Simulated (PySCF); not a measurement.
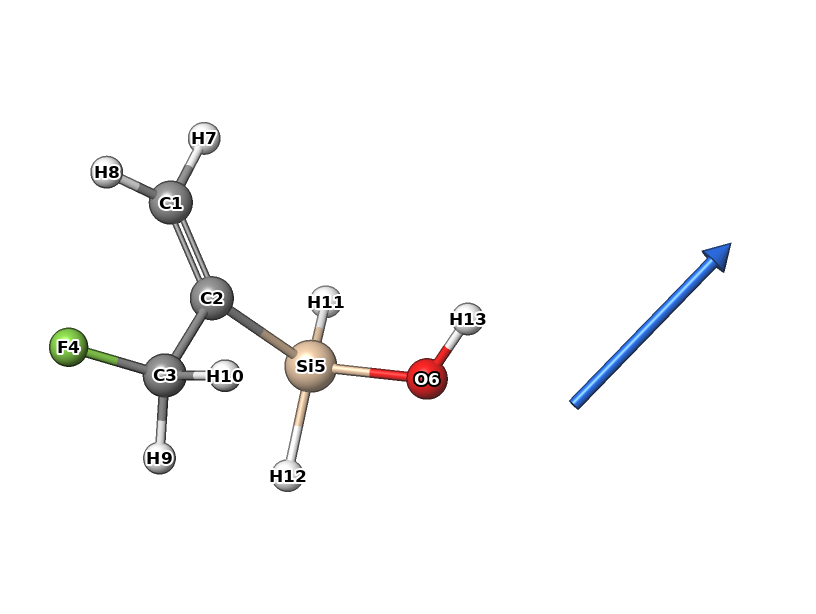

The arrow beside the molecule shows the direction of the dipole moment, from the negative to the positive end (its length means nothing). Geometry: a frame of a GFN2-xTB molecular-dynamics simulation, not a minimum. Method: PBE0/pcSseg-1, gas phase (PySCF 2.14.0).

How large is the dipole moment?

Answer. 1.53 D; it points from the side of F4, H9 to the side of H13 (the outermost atoms at the two ends).
